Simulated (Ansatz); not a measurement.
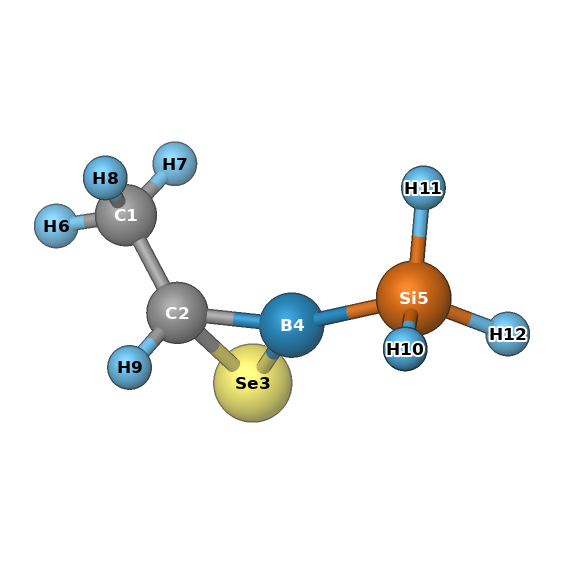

Depth is shown by fading: the farther an atom, the more it takes the colour of the background. The computed structure is the end point of a PBE-D4/def2-SVP optimisation. No frequency run is at hand to confirm it as a minimum.

Q: Which atoms or bonds are stereogenic?

A: Centres: C2.

Q: Assign CIP descriptors.

A: C2: S (priorities Se3 > C1 > B4 > H9).
